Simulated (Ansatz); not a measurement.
**C2H6N2Si: density, localisation and related maps**

```xyz
11

N    -0.1719    0.8021    1.8746
Si   -0.2924   -0.2232    0.5296
C    -0.8086    0.3604   -1.1287
C     0.3389   -0.1959   -1.5784
N     1.1422   -0.5659   -0.4859
H    -0.2044    0.4593    2.8189
H     0.1829    1.7414    1.8136
H    -0.8897   -1.4815    1.0438
H    -1.5921    0.8240   -1.7034
H     0.6777   -0.3626   -2.6005
H     1.6829   -1.4150   -0.5628
```

Geometry: PBE0-D4/def2-TZVP.

Theory: Ansatz 0.2.0, RKS PBE0-D4/def2-TZVPP.

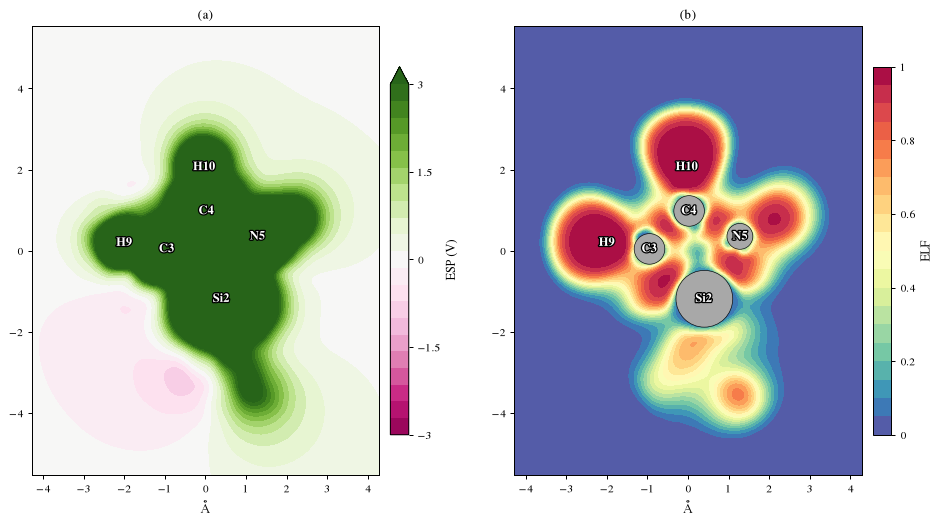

Figure 1. (a) electrostatic potential; (b) ELF on the plane of atoms C4, C3 and H9. Grey discs cover the atomic cores in the ELF map.

Q: Interpret the plot.

A:
- Atoms in the plane: Si, C, N and H.
- C–C (1.35 Å): the ELF peaks at about 0.90 between the atoms, as expected for a covalent bond.
- C–N (1.41 Å): the ELF peaks at about 0.90 between the atoms, as expected for a covalent bond.
- C–Si (1.83 Å): the ELF peaks at about 0.90 between the atoms (localised, covalent bonding).
- Si–N (1.79 Å): the ELF peaks at about 0.90 between the atoms: a shared but strongly polarised pair.
- C–H (1.08 Å): the ELF climbs to about 1 towards the hydrogen, as it does in any bond to H (an ordinary covalent bond to hydrogen).
- Outside the dense part of the molecule the potential is most negative (−1.0 V) near N1, which lies off the plane.

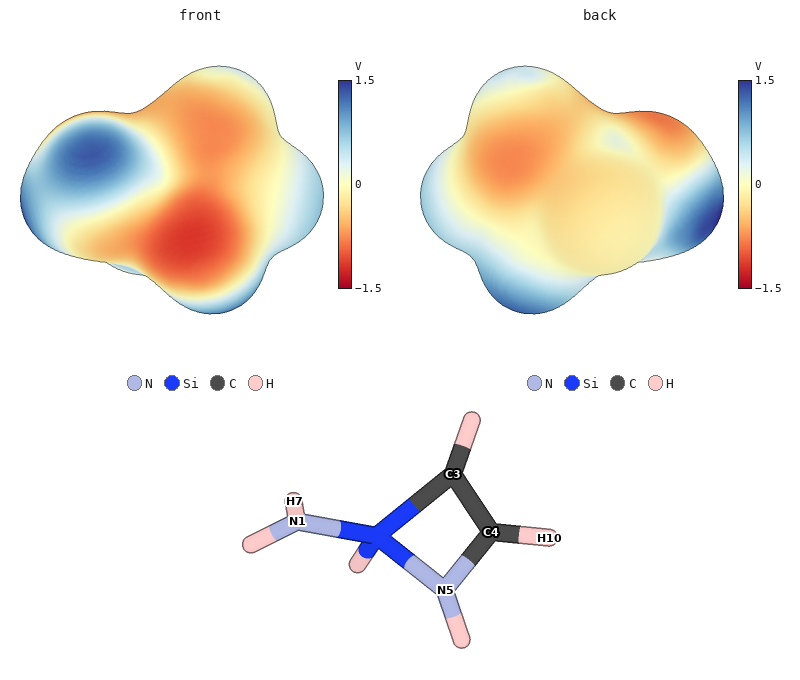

Figure 2. The electrostatic potential painted on the density surface at 0.001 e/bohr³, seen from the front and from behind; red is negative and blue positive. The bare structure is drawn below in the same view.

Q: Where is the surface potential most negative and most positive?

A: The most negative region (about −1.2 V) lies over N5, the most positive (about +1.4 V) over H6. N5 is the likeliest acceptor of a hydrogen bond.

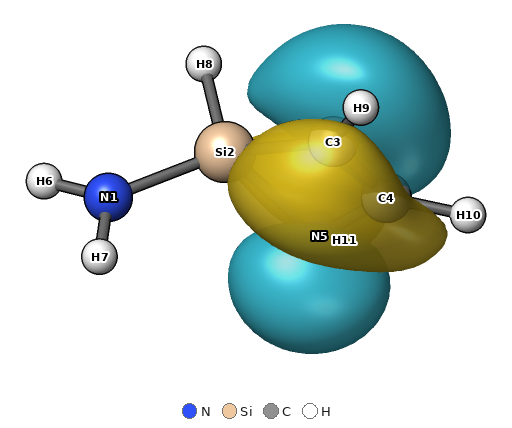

Figure 3. The HOMO at ±0.1 Å⁻³ᐟ² (yellow and cyan are the two phases), seen from one side.

Q: What is the character of this orbital?

A: By Hirshfeld shares it lies mainly on N5 (about 35 %), C3 (about 35 %) and C4 (about 15 %). Its energy is −5.98 eV.
